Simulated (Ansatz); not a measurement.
**Fe wire along [110], 17 atoms a period: bands along the axis**

Wanted: the relaxed geometry and the bands of the Fe wire along [110], 17 atoms a period.

Main program and level: Ansatz 0.2.0; DFT PBE, plane waves, PAW; relaxation of a wire's period; PAW set soft_1, in the first sound run; inputs show where later runs differ.

## 1. The structure

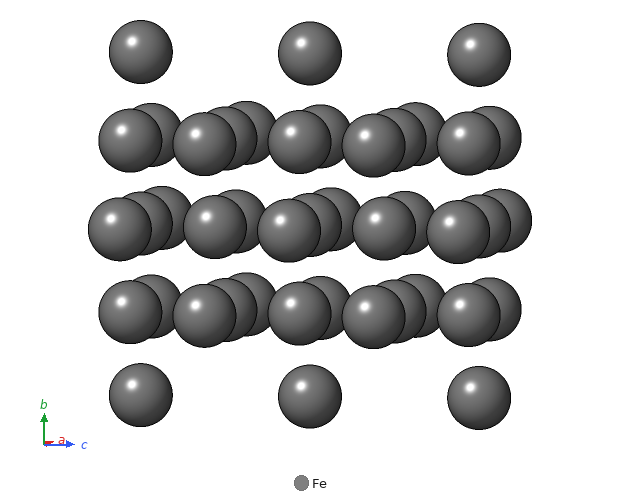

The starting structure, seen from the side, with the c axis across the page (iron grey). 1×1×2 cells are drawn. Some periodic images of atoms are drawn too.

The cell holds 17 atoms: 17 Fe. Cell: a = 12.460 Å, b = 14.804 Å, c = 4.002 Å, α = 90.0°, β = 90.0°, γ = 90.0°. Vacuum lies along a and b. The structure's axis is c.

## 2. Relaxing the period

Band widths follow the bond lengths, so the wire is relaxed first. The atoms and the third cell vector are free; the box across stays fixed as vacuum. Moments are seeded so that a magnetic state can form if it lies lower. A Fermi-Dirac smearing is set since the result may be a metal. The pressure printed is a third of the stress's trace over the whole box, vacuum included; only the stress along the axis is relaxed.

input.yaml reads:

```yaml
crystal:
  lattice:
    - [12.46, 0.0, 0.0]
    - [0.0, 14.804, 0.0]
    - [0.0, 0.0, 4.0022243815]
  atoms:
    - { symbol: Fe, position: [0.272873194, 0.500015157, 0.0], spin: 2.4 }
    - { symbol: Fe, position: [0.386436597, 0.364841407, 0.0], spin: 2.4 }
    - { symbol: Fe, position: [0.5, 0.229667657, 0.0], spin: 2.4 }
    - { symbol: Fe, position: [0.5, 0.500015157, 0.0], spin: 2.4 }
    - { symbol: Fe, position: [0.613563403, 0.364841407, 0.0], spin: 2.4 }
    - { symbol: Fe, position: [0.727126806, 0.500015157, 0.0], spin: 2.4 }
    - { symbol: Fe, position: [0.272873194, 0.364841407, 0.5], spin: 2.4 }
    - { symbol: Fe, position: [0.272873194, 0.635188907, 0.5], spin: 2.4 }
    - { symbol: Fe, position: [0.386436597, 0.500015157, 0.5], spin: 2.4 }
    - { symbol: Fe, position: [0.5, 0.364841407, 0.5], spin: 2.4 }
    - { symbol: Fe, position: [0.5, 0.635188907, 0.5], spin: 2.4 }
    - { symbol: Fe, position: [0.613563403, 0.500015157, 0.5], spin: 2.4 }
    - { symbol: Fe, position: [0.727126806, 0.364841407, 0.5], spin: 2.4 }
    - { symbol: Fe, position: [0.727126806, 0.635188907, 0.5], spin: 2.4 }
    - { symbol: Fe, position: [0.386436597, 0.635188907, 0.0], spin: 2.4 }
    - { symbol: Fe, position: [0.5, 0.770362656, 0.0], spin: 2.4 }
    - { symbol: Fe, position: [0.613563403, 0.635188907, 0.0], spin: 2.4 }
magnetization:
  spin_polarized: true
kpoints:
  mp_grid: { grid: [1, 1, 20] }
scf:
  occupations: { method: fermi_dirac, width: 0.05 }
hamiltonian:
  xc: pbe
  pseudopotentials: { kind: paw, azcp: { folder: soft_1 } }
relax:
  cell: { fix: [a, b, alpha, beta, gamma] }
  max_steps: 45
  f_tol: 0.03
```

On the command line:

```
ansatz run input.yaml --threads 4 --pin off --max-ram 16384MiB --backend cpu --events-out ev --progress --plain --runs-dir out
```

Numbers of over 12 decimals in the logs are rounded to 6 here.

Log:

```text
Engine: ansatz 0.2.0, x86_64-unknown-linux-gnu
Pseudopotentials: kind: paw
Pseudopotential: Fe, paw, valence charge 16, recommended cutoff 420 eV (normal), soft_1/Fe.paw.azcp
Functional definition: PBE
  parameter kappa = 0.804
  parameter beta = 0.066725
  exchange = pbe_x(kappa = kappa, mu = beta*pi^2/3)
  correlation = pbe_c(beta = beta)
Crystal: 17 atoms, lattice volume = 738.242 Å³
Basis set: ecut = 420 eV, 14389 PW (Γ), exchange–correlation on 180×200×54 points (8 copies of the dense FFT grid, shifted against one another)
Bands: 188, of which v1, the nominal top of the filled ones, is band 136 counted from 1 (135 counted from 0)
Symmetry: 8 space group operations
Space group: Pmmm (ITA 47), of the structure as read, at distance tolerance 9.0e-5 Å
Magnetic group: BNS 47.249 (UNI 347), of the structure as read, at distance tolerance 9.0e-5 Å
k-points: 11 of 20
Non-local potential: Fe, projectors of the file, l = 0: 3, l = 1: 2, l = 2: 3, l = 3: 1
PAW form: soft (Blöchl's): semilocal exchange-correlation on the pseudo side does not see the compensation charge
PAW one-centre angular grid: Fe, 590 points (default); XC on 64 Gauss nodes
Initial density: superposition of atomic densities (neutral atoms: chi_scale 0, normalization atom)
Starting moments: Σ|m| = 40.8 μB on 17 of 17 sites
Initial wavefunctions: pseudopotential atomic-orbital guess
Functional: x = pbe(κ = 0.804, μ = 0.219515), c = pbe(β = 0.066725)
SCF iter   1: F=—  HF=-76144.287166 eV  |F-HF|=—  |Δ(HF+E_count)|=         —  Δρ=3.96e-2 (↑2.68e-2 ↓3.96e-2)  dr2=6.10e1  dr2_m=5.80e0  M=43.613 μB ∫|m|=43.985 μB  β_m=0.30  ethr=3.10e-3  ⟨swp⟩=7.9  Hψ=19062  notcnv=0  defer=234
Mixer restart at iter 1: flushing history
preconditioner: auto → LDOS  [metal: Δε(μ)=0.001 eV  Ē_g=5.327 eV  σ=0.050 eV  W_gap=0.01  n_scr=160 (ndim 8)  ℏωp=15.9 eV  f_vac=0.573  D(μ)=30.85/eV (n_scr^D=264)]
spin=Collinear: LDOS preconditioning applied to the charge; magnetization (m = ρ↑ − ρ↓) channel mixes plain (no charge-response kernel on spin).
SCF iter   2: F=—  HF=-76138.730238 eV  |F-HF|=—  |Δ(HF+E_count)|=    5.56e0  Δρ=3.08e-2 (↑3.08e-2 ↓2.59e-2)  dr2=1.57e1  dr2_m=4.57e0  M=45.161 μB ∫|m|=45.765 μB  β_m=0.42  ethr=3.10e-3  ⟨swp⟩=3.0  Hψ=7312  notcnv=0  defer=501
SCF iter   3: F=—  HF=-76147.261404 eV  |F-HF|=—  |Δ(HF+E_count)|=    8.53e0  Δρ=1.75e-2 (↑1.03e-2 ↓1.75e-2)  dr2=7.65e-1  dr2_m=1.16e0  M=45.950 μB ∫|m|=46.997 μB  β_m=0.46  ethr=3.10e-3  ⟨swp⟩=3.0  Hψ=7364  notcnv=0  defer=497
SCF iter   4: F=—  HF=-76149.268532 eV  |F-HF|=—  |Δ(HF+E_count)|=    2.01e0  Δρ=9.58e-3 (↑9.58e-3 ↓7.51e-3)  dr2=2.10e-1  dr2_m=4.63e-1  M=46.898 μB ∫|m|=48.269 μB  β_m=0.72  ethr=2.81e-4  ⟨swp⟩=3.0  Hψ=6557  notcnv=0  defer=497
SCF iter   5: F=—  HF=-76150.176496 eV  |F-HF|=—  |Δ(HF+E_count)|=         —  Δρ=4.08e-3 (↑3.64e-3 ↓4.08e-3)  dr2=1.49e-1  dr2_m=6.81e-2  M=47.692 μB ∫|m|=49.500 μB  β_m=0.72  ethr=7.71e-5  ⟨swp⟩=3.6  Hψ=8509  notcnv=0  defer=488
SCF iter   6: F=—  HF=-76150.167759 eV  |F-HF|=—  |Δ(HF+E_count)|=   8.74e-3  Δρ=1.84e-3 (↑1.26e-3 ↓1.84e-3)  dr2=3.64e-2  dr2_m=4.68e-3  M=47.682 μB ∫|m|=49.604 μB  β_m=0.66  ethr=5.48e-5  ⟨swp⟩=2.6  Hψ=7641  notcnv=0  defer=488
SCF iter   7: F=—  HF=-76150.162020 eV  |F-HF|=—  |Δ(HF+E_count)|=   5.74e-3  Δρ=5.73e-4 (↑5.73e-4 ↓5.31e-4)  dr2=3.00e-3  dr2_m=1.19e-3  M=47.723 μB ∫|m|=49.647 μB  β_m=0.72  ethr=1.34e-5  ⟨swp⟩=2.1  Hψ=7242  notcnv=0  defer=488
SCF iter   8: F=—  HF=-76150.165083 eV  |F-HF|=—  |Δ(HF+E_count)|=   3.06e-3  Δρ=3.35e-4 (↑3.33e-4 ↓3.35e-4)  dr2=8.96e-4  dr2_m=5.17e-4  M=47.739 μB ∫|m|=49.668 μB  β_m=0.70  ethr=1.10e-6  ⟨swp⟩=2.6  Hψ=8028  notcnv=0  defer=488
SCF iter   9: F=—  HF=-76150.165198 eV  |F-HF|=—  |Δ(HF+E_count)|=   1.15e-4  Δρ=1.22e-4 (↑1.02e-4 ↓1.22e-4)  dr2=1.50e-4  dr2_m=5.29e-5  M=47.746 μB ∫|m|=49.684 μB  β_m=0.78  ethr=3.29e-7  ⟨swp⟩=2.5  Hψ=6943  notcnv=0  defer=488
SCF iter  10: F=—  HF=-76150.165230 eV  |F-HF|=—  |Δ(HF+E_count)|=   3.22e-5  Δρ=5.86e-5 (↑5.66e-5 ↓5.86e-5)  dr2=4.38e-5  dr2_m=1.08e-5  M=47.750 μB ∫|m|=49.690 μB  β_m=0.76  ethr=5.53e-8  ⟨swp⟩=2.0  Hψ=5646  notcnv=0  defer=488
SCF iter  11: F=—  HF=-76150.165220 eV  |F-HF|=—  |Δ(HF+E_count)|=   9.75e-6  Δρ=2.67e-5 (↑2.67e-5 ↓1.59e-5)  dr2=6.34e-6  dr2_m=1.53e-6  M=47.750 μB ∫|m|=49.689 μB  β_m=0.78  ethr=1.61e-8  ⟨swp⟩=2.0  Hψ=5804  notcnv=0  defer=488
SCF iter  12: F=—  HF=-76150.165222 eV  |F-HF|=—  |Δ(HF+E_count)|=   2.05e-6  Δρ=1.27e-5 (↑1.27e-5 ↓1.01e-5)  dr2=2.56e-6  dr2_m=2.38e-7  M=47.750 μB ∫|m|=49.689 μB  β_m=0.70  ethr=2.33e-9  ⟨swp⟩=2.3  Hψ=6964  notcnv=0  defer=483
SCF iter  13: F=—  HF=-76150.165222 eV  |F-HF|=—  |Δ(HF+E_count)|=   2.03e-7  Δρ=4.46e-6 (↑3.26e-6 ↓4.46e-6)  dr2=2.36e-7  dr2_m=4.55e-8  M=47.750 μB ∫|m|=49.689 μB  β_m=0.75  ethr=9.42e-10  ⟨swp⟩=2.5  Hψ=6700  notcnv=0  defer=483
SCF iter  14: F=—  HF=-76150.165222 eV  |F-HF|=—  |Δ(HF+E_count)|=   5.24e-8  Δρ=2.04e-6 (↑1.40e-6 ↓2.04e-6)  dr2=3.45e-8  dr2_m=1.03e-8  M=47.750 μB ∫|m|=49.689 μB  β_m=0.86  ethr=8.68e-11  ⟨swp⟩=2.0  Hψ=5633  notcnv=0  defer=483
SCF iter  15: F=—  HF=-76150.165222 eV  |F-HF|=—  |Δ(HF+E_count)|=   2.85e-8  Δρ=2.85e-6 (↑2.06e-6 ↓2.85e-6)  dr2=1.67e-7  dr2_m=5.42e-9  M=47.750 μB ∫|m|=49.689 μB  β_m=0.78  ethr=1.27e-11  ⟨swp⟩=2.3  Hψ=7197  notcnv=0  defer=483
SCF iter  16: F=-76150.165222 eV  HF=-76150.165222 eV  |F-HF|=2.43e-8  |Δ(HF+E_count)|=   8.59e-9  Δρ=1.09e-6 (↑4.55e-7 ↓1.09e-6)  dr2=2.62e-8  dr2_m=1.15e-9  M=47.750 μB ∫|m|=49.689 μB  ethr=1.27e-11  ⟨swp⟩=2.4  Hψ=12800  notcnv=0
SCF 1 converged in 16 iterations: F = -76150.165222 eV  dr2 = 2.62e-8
  greatest PAW one-centre occupation: 1.002 electrons in one spin orbital (limit 2), on the Fe atom at site 15 (counted from 0), in its partial waves of l = 1
relax step   1: F+E_penalty+E_count = -76150.16522201 eV  Δ(F+E_penalty+E_count) = +0.000e0 eV  max|allowed force component| = 1.582e0 eV/Å  Δτ_max = 0.0000 Å  P = -2.079 GPa  Ω = 738.242 Å³  fix = [a, b, alpha, beta, gamma]  reactions: a -1.355, b -2.261 GPa  (16 SCF iters, dr2 threshold 1.00e-7 eV, accepted)
Crystal: 17 atoms, lattice volume = 725.235 Å³
Basis set: ecut = 420 eV, 14185 PW (Γ), exchange–correlation on 180×200×54 points (8 copies of the dense FFT grid, shifted against one another)
Initial density: handed on by an earlier stage of this run
Starting moments: Σ|m| = 40.8 μB on 17 of 17 sites; this step starts from the density that it was given
Initial wavefunctions: those handed on with the density
iter 1 solved again at ethr=1.65e-4 eV; its pass at ethr=3.10e-3 eV (dr2=4.49e-1 eV) is discarded
[...]
preconditioner: auto → LDOS  [metal: Δε(μ)=0.004 eV  Ē_g=5.146 eV  σ=0.050 eV  W_gap=0.02  n_scr=36 (ndim 8)  ℏωp=16.4 eV  f_vac=0.601  D(μ)=13.21/eV (n_scr^D=68)]
spin=Collinear: LDOS preconditioning applied to the charge; magnetization (m = ρ↑ − ρ↓) channel mixes plain (no charge-response kernel on spin).
SCF iter   2: F=—  HF=-76151.204343 eV  |F-HF|=—  |Δ(HF+E_count)|=   4.84e-4  Δρ=3.86e-5 (↑3.68e-5 ↓3.86e-5)  dr2=1.30e-4  dr2_m=3.28e-7  M=45.853 μB ∫|m|=47.526 μB  β_m=0.58  ethr=1.38e-7  ⟨swp⟩=2.0  Hψ=6106  notcnv=0
SCF iter   3: F=—  HF=-76151.204376 eV  |F-HF|=—  |Δ(HF+E_count)|=   3.33e-5  Δρ=3.45e-5 (↑3.45e-5 ↓2.35e-5)  dr2=1.60e-5  dr2_m=6.06e-7  M=45.851 μB ∫|m|=47.524 μB  β_m=0.50  ethr=4.78e-8  ⟨swp⟩=2.1  Hψ=5503  notcnv=0  defer=1
SCF iter   4: F=—  HF=-76151.204377 eV  |F-HF|=—  |Δ(HF+E_count)|=   9.78e-7  Δρ=1.98e-5 (↑1.98e-5 ↓1.30e-5)  dr2=5.80e-6  dr2_m=1.07e-6  M=45.853 μB ∫|m|=47.526 μB  β_m=0.49  ethr=5.87e-9  ⟨swp⟩=2.0  Hψ=5981  notcnv=0
SCF iter   5: F=—  HF=-76151.204382 eV  |F-HF|=—  |Δ(HF+E_count)|=   4.42e-6  Δρ=1.01e-5 (↑1.01e-5 ↓9.28e-6)  dr2=2.50e-6  dr2_m=4.25e-7  M=45.853 μB ∫|m|=47.526 μB  β_m=0.71  ethr=2.13e-9  ⟨swp⟩=2.0  Hψ=5472  notcnv=0  defer=1
SCF iter   6: F=—  HF=-76151.204384 eV  |F-HF|=—  |Δ(HF+E_count)|=   2.50e-6  Δρ=5.69e-6 (↑5.69e-6 ↓3.13e-6)  dr2=1.88e-7  dr2_m=9.84e-8  M=45.852 μB ∫|m|=47.525 μB  β_m=0.76  ethr=9.20e-10  ⟨swp⟩=2.0  Hψ=5627  notcnv=0  defer=1
SCF iter   7: F=—  HF=-76151.204384 eV  |F-HF|=—  |Δ(HF+E_count)|=   1.40e-7  Δρ=2.33e-6 (↑2.33e-6 ↓1.10e-6)  dr2=7.80e-8  dr2_m=6.13e-9  M=45.852 μB ∫|m|=47.525 μB  β_m=0.63  ethr=6.90e-11  ⟨swp⟩=2.9  Hψ=7737  notcnv=0  defer=1
SCF iter   8: F=—  HF=-76151.204384 eV  |F-HF|=—  |Δ(HF+E_count)|=   2.69e-8  Δρ=4.92e-7 (↑4.92e-7 ↓3.41e-7)  dr2=1.35e-9  dr2_m=7.83e-10  M=45.852 μB ∫|m|=47.525 μB  β_m=0.67  ethr=2.87e-11  ⟨swp⟩=2.7  Hψ=7215  notcnv=0  defer=1
SCF iter   9: F=—  HF=-76151.204384 eV  |F-HF|=—  |Δ(HF+E_count)|=   1.87e-8  Δρ=3.06e-7 (↑3.06e-7 ↓1.35e-7)  dr2=5.21e-10  dr2_m=2.31e-10  M=45.852 μB ∫|m|=47.525 μB  β_m=0.67  ethr=1.00e-12  ⟨swp⟩=3.9  Hψ=8155  notcnv=0  defer=1
SCF iter  10: F=—  HF=-76151.204384 eV  |F-HF|=—  |Δ(HF+E_count)|=  8.00e-10  Δρ=1.44e-7 (↑1.44e-7 ↓1.04e-7)  dr2=5.12e-11  dr2_m=8.23e-11  M=45.852 μB ∫|m|=47.525 μB  β_m=0.82  ethr=1.00e-12  ⟨swp⟩=2.0  Hψ=5076  notcnv=0  defer=1
SCF iter  11: F=—  HF=-76151.204384 eV  |F-HF|=—  |Δ(HF+E_count)|=  3.20e-10  Δρ=4.74e-8 (↑4.74e-8 ↓2.59e-8)  dr2=1.37e-11  dr2_m=6.33e-12  M=45.852 μB ∫|m|=47.525 μB  β_m=0.91  ethr=1.00e-12  ⟨swp⟩=2.0  Hψ=5044  notcnv=0  defer=1
SCF iter  12: F=-76151.204384 eV  HF=-76151.204384 eV  |F-HF|=1.16e-10  |Δ(HF+E_count)|=  8.73e-11  Δρ=3.85e-8 (↑2.70e-8 ↓3.85e-8)  dr2=2.12e-11  dr2_m=2.40e-12  M=45.852 μB ∫|m|=47.525 μB  ethr=1.00e-12  ⟨swp⟩=3.0  Hψ=12694  notcnv=0
SCF 7 converged in 12 iterations: F = -76151.204384 eV  dr2 = 2.12e-11
relax step   7: F+E_penalty+E_count = -76151.20438435 eV  Δ(F+E_penalty+E_count) = +1.599e-2 eV  max|allowed force component| = 1.843e-2 eV/Å  Δτ_max = 0.0000 Å  P = -0.003 GPa  Ω = 696.646 Å³  fix = [a, b, alpha, beta, gamma]  reactions: a -0.073, b +0.029 GPa  stress off target by 3.42e-2 GPa on what of the cell is left free  SCF on the basis re-selected at this cell (its energy is not comparable with the rows above)  (12 SCF iters)
basis re-selected at this cell: Δ(F+E_penalty+E_count) = +1.599e-2 eV, ΔP = +0.009 GPa vs the last step (what re-selecting the basis moved, of the pressure what is left beyond the Pulay correction that the steps carried, after the strain that the cell walked since its last selection, with what the two solves' SCF thresholds leave and, on support functions, any second-order correction that the steps lacked; it is no m [...]
SCF converged after 12 iterations
Magnetization: 45.8523 μB (158.9261 up, 113.0739 down)
Absolute magnetization: 47.5305 μB (∫|ρ↑−ρ↓|, with the PAW one-centre terms)
Spin contamination: 0.7601 ħ² per cell (⟨S²⟩ above its minimum at these occupations)
Per-site moments (μB) at R_I (Å): [(2.777617, 1.021902), (2.458251, 0.968642), (2.921824, 0.968642), (2.381618, 0.977002), (2.458251, 0.968642), (2.777617, 1.021902), (2.792278, 0.958053), (2.792278, 0.958053), (2.257895, 0.958053), (2.506849, 0.996433), (2.506849, 0.996433), (2.257895, 0.958053), (2.792278, 0.958053), (2.792278, 0.958053), (2.458251, 0.968642), (2.921824, 0.968642), (2.458251, 0.968642)]
Free energy (F): -76151.204384 eV
Harris-Foulkes:  -76151.204384 eV  (|F-HF|=1.16e-10)
Internal energy: -76151.092694 eV  (E = F + TS)
E sigma→0 (E₀):  -76151.148539 eV
Entropy (-TS):   -0.111691 eV (-6.570 meV/atom)
Fermi energy:    2.517619 eV
--- Per-component energies (eV) ---
  E_band       = -7937.905442
  E_kinetic    = 5597.799646
  E_local      = -216108.404425  (includes V_loc(G=0)·N_el)
  E_nonlocal   = 4985.077564
  E_hartree    = 102784.673526
  E_xc         = -1852.928436
  E_vxc        = -2377.595192  (∫ρ·V_xc dr)
  E_paw        = -23537.461810  (= ΣΔE_a)
  E_vpaw       = -5604.112326  (= ΣTr[D̂ρ^β])
  E_aug_tail   = -0.017160  (compensation charges beyond the density's cutoff)
  E_ewald      = 51980.168400
  E_smearing   = -0.111691  (= −TS)
  E_closure    = -0.000000  (closes the sum)
  Σ components = -76151.204384   (vs F -76151.204384, Δ=0.00e0)
--- Forces (eV/Å), atoms counted from 1 ---
  atom   1  Fe    -0.00895300    -0.00000000    -0.00000000
  atom   2  Fe    -0.01434944    -0.00812487    -0.00000000
  atom   3  Fe    -0.00000000    -0.00856691    -0.00000000
  atom   4  Fe     0.00000000     0.00000000     0.00000000
  atom   5  Fe     0.01434944    -0.00812487     0.00000000
  atom   6  Fe     0.00895300     0.00000000     0.00000000
  atom   7  Fe     0.00704069     0.00309672     0.00000000
  atom   8  Fe     0.00704069    -0.00309672     0.00000000
  atom   9  Fe    -0.01843411    -0.00000000    -0.00000000
  atom  10  Fe    -0.00000000    -0.00233637    -0.00000000
  atom  11  Fe     0.00000000     0.00233637     0.00000000
  atom  12  Fe     0.01843411     0.00000000     0.00000000
  atom  13  Fe    -0.00704069     0.00309672    -0.00000000
  atom  14  Fe    -0.00704069    -0.00309672    -0.00000000
  atom  15  Fe    -0.01434944     0.00812487    -0.00000000
  atom  16  Fe     0.00000000     0.00856691     0.00000000
  atom  17  Fe     0.01434944     0.00812487     0.00000000
  max |Σ_I F_I| component: 8.67e-18 eV/Å
--- Stress (GPa, compression-positive) ---
       -0.073383      -0.000000      -0.000000
       -0.000000       0.028775       0.000000
       -0.000000       0.000000       0.034221
  P = ⅓ Tr σ = -0.0035 GPa (-0.035 kbar)
--- Relaxed structure (6 steps of the walk, 6 accepted, 1 SCFs on fresh bases) ---
  F+E_penalty+E_count = -76151.20438435 eV   max|allowed force component| = 1.843e-2 eV/Å   (the final SCF, on the basis selected at the relaxed cell)
  cell:  # Å, volume = 696.6457 Å³
    - [12.46, 0, 0]
    - [0, 14.804, 0]
    - [0, 0, 3.776720]
  atoms:
    - { symbol: Fe, position: [0.256568, 0.500015, 0] }
    - { symbol: Fe, position: [0.379669, 0.367770, 0] }
    - { symbol: Fe, position: [0.5, 0.245691, 0] }
    - { symbol: Fe, position: [0.5, 0.500015, 0] }
    - { symbol: Fe, position: [0.620331, 0.367770, 0] }
    - { symbol: Fe, position: [0.743432, 0.500015, 0.0] }
    - { symbol: Fe, position: [0.259866, 0.383936, 0.500000] }
    - { symbol: Fe, position: [0.259866, 0.616095, 0.500000] }
    - { symbol: Fe, position: [0.385262, 0.500015, 0.500000] }
    - { symbol: Fe, position: [0.5, 0.357929, 0.500000] }
    - { symbol: Fe, position: [0.5, 0.642101, 0.500000] }
    - { symbol: Fe, position: [0.614738, 0.500015, 0.500000] }
    - { symbol: Fe, position: [0.740134, 0.383936, 0.500000] }
    - { symbol: Fe, position: [0.740134, 0.616095, 0.500000] }
    - { symbol: Fe, position: [0.379669, 0.632260, 0] }
    - { symbol: Fe, position: [0.5, 0.754339, 0] }
    - { symbol: Fe, position: [0.620331, 0.632260, 0] }
```

Wall time 9.2 min (4 threads of Intel Xeon Platinum 8259CL at 2.50GHz (Skylake/Cascade Lake), shared host); peak memory 4 GiB; 35 min of CPU time.

[end of part 1 of 2]

[Logs are printed without paths, hosts, clocks, repeated set-up lines and the standing remarks that a program may print on its own settings, such as how far it seeks lower states.]

[Hosts, paths, dates, database ids (printed as entryN), source tags and the programs' standing remarks are cut or masked in the printed files.]
